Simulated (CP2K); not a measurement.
# C2H4F2Si (SMILES C=C(F)[SiH2]F) at AM1

Aim: the vertical ionisation energy of C2H4F2Si at AM1, from 2 runs. 

Program for the calculation: CP2K 2026.2.

3 further runs of the same task are left out: 1 that didn't finish, 2 set aside as unsound or not needed.

**1. The molecule**

The species is C2H4F2Si (9 atoms), meant as a singlet with charge 0. SMILES: `C=C(F)[SiH2]F`. Geometry: relaxed at GFN2-xTB. This is one conformer, not always the lowest.

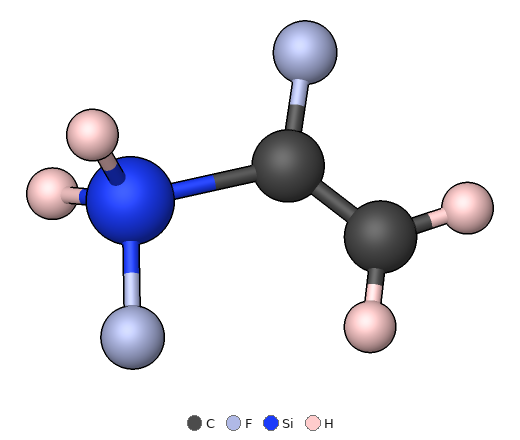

Viewed from a chosen angle; carbon dark grey, fluorine light blue, silicon blue, hydrogen pink.

**2. Energy and gradient at AM1**

Contents of gas.inp:

```
&GLOBAL
    PROJECT gas
    RUN_TYPE ENERGY_FORCE
    PRINT_LEVEL MEDIUM
&END GLOBAL

&FORCE_EVAL
    METHOD QS
    &DFT
        CHARGE 0
        MULTIPLICITY 1
        &QS
            METHOD AM1
            EPS_DEFAULT 1.0E-10
            &SE
                &COULOMB
                    CUTOFF [angstrom] 50
                    RC_RANGE [angstrom] 0
                &END COULOMB
                &EXCHANGE
                    CUTOFF [angstrom] 50
                    RC_RANGE [angstrom] 0
                &END EXCHANGE
            &END SE
        &END QS
        # no periodic images
        &POISSON
            PERIODIC NONE
            POISSON_SOLVER ANALYTIC
        &END POISSON
        &SCF
            SCF_GUESS ATOMIC
            EPS_SCF 1.0E-06
            MAX_SCF 80
            ADDED_MOS 4
            &DIAGONALIZATION
                ALGORITHM STANDARD
            &END DIAGONALIZATION
            &MIXING
                METHOD DIRECT_P_MIXING
                ALPHA 0.4
            &END MIXING
        &END SCF
        # extra output
        &PRINT
            &MOMENTS
                PERIODIC F
                REFERENCE COM
                MAX_MOMENT 1
            &END MOMENTS
            &MO ON
                ENERGIES T
                OCCUPATION_NUMBERS T
                NDIGITS 6
                &EACH
                    QS_SCF 0
                &END EACH
                ADD_LAST NUMERIC
            &END MO
            &HIRSHFELD OFF
            &END HIRSHFELD
        &END PRINT
    &END DFT
    &SUBSYS
        &CELL
            ABC [angstrom] 19.7 18.6 20.7
            PERIODIC NONE
        &END CELL
        &COORD
            C     -0.017580     0.550130     1.470830
            C      0.565820     0.028810     0.403700
            F      1.901590    -0.231910     0.466180
            Si    -0.225460    -0.417990    -1.255010
            F     -1.777910    -0.030810    -1.081710
            H      0.527650     0.770080     2.373720
            H     -1.068970     0.767560     1.453090
            H      0.282850     0.414970    -2.332790
            H     -0.187990    -1.850850    -1.498020
        &END COORD
        &TOPOLOGY
            &CENTER_COORDINATES
            &END CENTER_COORDINATES
        &END TOPOLOGY
    &END SUBSYS
    # extra output
    &PRINT
        &FORCES ON
        &END FORCES
    &END PRINT
&END FORCE_EVAL
```

Launch:

```sh
$ OMP_NUM_THREADS=1 cp2k.psmp -i gas.inp > gas.out 2>&1
```

The log of the run:

```text
CP2K| version string:                                       CP2K version 2026.2
[...]
 GLOBAL| Method name                                                        CP2K
[...]
 GLOBAL| Run type                                                   ENERGY_FORCE
[...]
                             - Atoms:                                          9
[...]
                             - Spherical basis functions:                     24
[...]
 Number of electrons:                                                         30
[...]
     1 P_Mix/Diag. 0.40E+00    0.0     0.79674002       -44.2171599899 -4.42E+01
[...]
    16 DIIS/Diag.  0.30E-06    0.0     0.00000094       -50.2128216651 -9.18E-12
  *** SCF run converged in    16 steps ***
  Core-core repulsion energy [eV]:                           2072.25379517177635
  Core Hamiltonian energy [eV]:                             -2245.36888069322913
  Two-electron integral energy [eV]:                        -2386.49055865787022
  Electronic energy [eV]:                                   -3438.61416002216447
  Total energy [eV]:                                        -1366.36036485038790
  Atomic reference energy [eV]:                              1360.99714250743818
  Heat of formation [kcal/mol]:                              -123.67885517175328
[...]
 SE_DIPOLE| Moment [Debye]          0.00808218       0.16509724       0.47178461
 SE_DIPOLE| Derivative [a.u.]       0.00000000       0.00000000       0.00000000
 ENERGY| Total FORCE_EVAL ( QS ) energy [hartree]            -50.212821665121488
 FORCES| Atomic forces [hartree/bohr]
 FORCES|   Atom     x               y               z               |f|
 FORCES|      1 -1.23466436E-02  4.27947101E-03  4.43719670E-03   1.38000795E-02
 FORCES|      2  1.79972594E-02 -1.73238668E-02 -3.66689650E-02   4.43692540E-02
 FORCES|      3  6.93602670E-03 -3.58074075E-03 -5.56040324E-03   9.58374952E-03
 FORCES|      4  4.10247724E-03  6.95393455E-03  2.11211013E-02   2.26116882E-02
 FORCES|      5 -1.64553313E-02  3.49577809E-03  2.43453139E-04   1.68243175E-02
 FORCES|      6  5.77925688E-03  4.13399862E-03  1.44594634E-02   1.61110470E-02
 FORCES|      7 -1.84485750E-02  4.93194944E-03  2.74019496E-03   1.92920376E-02
 FORCES|      8  5.79815080E-03 -3.52937228E-03  3.85393040E-04   6.79879028E-03
 FORCES|      9  6.63737889E-03  6.38848121E-04 -1.15743425E-03   6.76776030E-03
 FORCES| Sum    -7.77156117E-16  5.82867088E-16  5.55111512E-17
 FORCES| Total atomic force                                       9.73029887E-16
[...]
```

Wall time 0.4 s (1 thread of Arm Neoverse N1, shared host); peak memory 0.14 GiB.

**3. The doublet cation, same level**

Contents of mol.inp:

```
&GLOBAL
  PROJECT mol
  RUN_TYPE ENERGY_FORCE
  PRINT_LEVEL MEDIUM
&END GLOBAL

&FORCE_EVAL
  METHOD QS
  &DFT
    CHARGE 1
    MULTIPLICITY 2
    LSD T
    &QS
      METHOD AM1
      EPS_DEFAULT 1.0E-10
      &SE
        &COULOMB
          CUTOFF [angstrom] 50
          RC_RANGE [angstrom] 0
        &END COULOMB
        &EXCHANGE
          CUTOFF [angstrom] 50
          RC_RANGE [angstrom] 0
        &END EXCHANGE
      &END SE
    &END QS
    &POISSON
      PERIODIC NONE
      POISSON_SOLVER ANALYTIC
    &END POISSON
    &SCF
      SCF_GUESS ATOMIC
      EPS_SCF 1.0E-06
      MAX_SCF 80
      ADDED_MOS 4
      &DIAGONALIZATION
        ALGORITHM STANDARD
      &END DIAGONALIZATION
      &MIXING
        METHOD DIRECT_P_MIXING
        ALPHA 0.4
      &END MIXING
    &END SCF
    &PRINT
      &MOMENTS
        PERIODIC F
        REFERENCE COM
        MAX_MOMENT 1
      &END MOMENTS
      &MO ON
        ENERGIES T
        OCCUPATION_NUMBERS T
        NDIGITS 6
        &EACH
          QS_SCF 0
        &END EACH
        ADD_LAST NUMERIC
      &END MO
      &HIRSHFELD OFF
      &END HIRSHFELD
    &END PRINT
  &END DFT
  &SUBSYS
    &CELL
      ABC 19.7 18.6 20.7
      PERIODIC NONE
    &END CELL
    &COORD
      C     -0.017580     0.550130     1.470830
      C      0.565820     0.028810     0.403700
      F      1.901590    -0.231910     0.466180
      Si    -0.225460    -0.417990    -1.255010
      F     -1.777910    -0.030810    -1.081710
      H      0.527650     0.770080     2.373720
      H     -1.068970     0.767560     1.453090
      H      0.282850     0.414970    -2.332790
      H     -0.187990    -1.850850    -1.498020
    &END COORD
    &TOPOLOGY
      &CENTER_COORDINATES
      &END CENTER_COORDINATES
    &END TOPOLOGY
  &END SUBSYS
  &PRINT
    &FORCES ON
    &END FORCES
  &END PRINT
&END FORCE_EVAL
```

Launch:

```sh
$ OMP_NUM_THREADS=1 cp2k.psmp -i mol.inp > mol.out 2>&1
```

The log of the run:

```text
CP2K| version string:                                       CP2K version 2026.2
[...]
 GLOBAL| Method name                                                        CP2K
[...]
 GLOBAL| Run type                                                   ENERGY_FORCE
[...]
                             - Atoms:                                          9
[...]
                             - Spherical basis functions:                     24
[...]
 Number of electrons:                                                         15
[...]
     1 P_Mix/Diag. 0.40E+00    0.0     0.40038456       -43.6593023149 -4.37E+01
[...]
    21 DIIS/Diag.  0.38E-06    0.0     0.00000090       -49.8469274192 -1.11E-11
  *** SCF run converged in    21 steps ***
  Core-core repulsion energy [eV]:                           2072.25379517177635
  Core Hamiltonian energy [eV]:                             -2200.74588226358128
  Two-electron integral energy [eV]:                        -2455.82357796378574
  Electronic energy [eV]:                                   -3428.65767124547392
  Total energy [eV]:                                        -1356.40387607369757
  Atomic reference energy [eV]:                              1360.99714250743818
  Heat of formation [kcal/mol]:                               105.92324869221079
[...]
 SE_DIPOLE| Moment [Debye]         -1.73092388      -0.95250903      -3.51310493
 SE_DIPOLE| Derivative [a.u.]       0.00000000       0.00000000       0.00000000
 ENERGY| Total FORCE_EVAL ( QS ) energy [hartree]            -49.846927419200767
 FORCES| Atomic forces [hartree/bohr]
 FORCES|   Atom     x               y               z               |f|
 FORCES|      1 -4.68681313E-02  4.03855308E-02  8.17992899E-02   1.02560892E-01
 FORCES|      2  1.14942699E-01 -6.17385659E-02 -1.00542496E-01   1.64718754E-01
 FORCES|      3 -4.15107344E-02  7.34941628E-03 -3.86667306E-03   4.23332747E-02
 FORCES|      4 -2.10386633E-02 -1.72306350E-03 -1.65163470E-02   2.68026868E-02
 FORCES|      5 -4.72811820E-03  3.44115957E-03  6.69446956E-03   8.88890340E-03
 FORCES|      6  9.34278506E-03  6.77356855E-03  2.35524591E-02   2.62276037E-02
 FORCES|      7 -2.83817679E-02  7.15805088E-03  3.02716898E-03   2.94266239E-02
 FORCES|      8  9.12514018E-03 -8.87137423E-04  2.95775792E-03   9.63345877E-03
 FORCES|      9  9.11679126E-03 -7.58959193E-04  2.89437030E-03   9.59527391E-03
 FORCES| Sum     4.64905892E-16  2.77555756E-16  2.77555756E-16
 FORCES| Total atomic force                                       6.08450395E-16
[...]
```

It took 0.44 s on 1 thread of Arm Neoverse N1, shared host; peak memory 0.14 GiB.

**4. Results**

Level: AM1.

```
                                                   quantity            value
                             singlet C2H4F2Si: total energy     -50.21282 Eh
                            singlet C2H4F2Si: dipole moment           0.50 D
                              singlet C2H4F2Si: HOMO energy        -10.34 eV
                              singlet C2H4F2Si: LUMO energy          0.61 eV
                            singlet C2H4F2Si: HOMO–LUMO gap         10.94 eV
singlet C2H4F2Si: heat of formation at this unrelaxed shape  -123.7 kcal/mol
                 singlet C2H4F2Si: largest force on an atom       2.282 eV/Å
                               doublet cation: total energy     -49.84693 Eh
         doublet cation: HOMO energy (highest over α and β)        -16.59 eV
          doublet cation: LUMO energy (lowest over α and β)         -9.57 eV
  doublet cation: heat of formation at this unrelaxed shape   105.9 kcal/mol
                   doublet cation: largest force on an atom       8.470 eV/Å
         vertical ionisation energy (to the doublet cation)         9.956 eV
```

Removing an electron at fixed nuclei costs 9.96 eV (230 kcal/mol). The largest force (singlet C2H4F2Si) is 2.28 eV/Å: the shape isn't a stationary point for this species at this level.
